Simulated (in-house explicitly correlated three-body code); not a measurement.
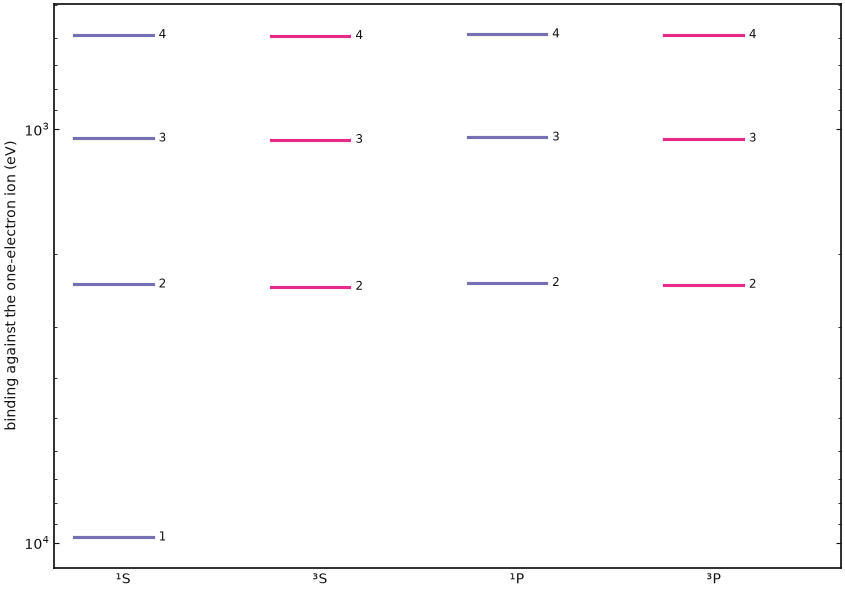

Two electrons around a point charge Z = 27.332. Computed variationally in 260 exponentially correlated functions with an in-house code, non-relativistic, converged to about 10⁻⁸ of the energy. The plot shows the bound S and P states that converged, by term and principal number n, on a logarithmic scale of binding.

Q: How do singlets and triplets lie?

A: The ground state is bound by 9703 eV. The n = 2 states drawn run, from the deepest, 2 ³S (2403 eV), 2 ³P (2375 eV), 2 ¹S (2372 eV), 2 ¹P (2352 eV). Exchange puts 2 ³S below 2 ¹S by 30.8 eV and 2 ³P below 2 ¹P by 23.1 eV. Quantum defects n − (Z − 1)/√(2 E(binding)): 2 ³S 0.018, 2 ³P 0.007, 2 ¹S 0.006, 2 ¹P −0.003.
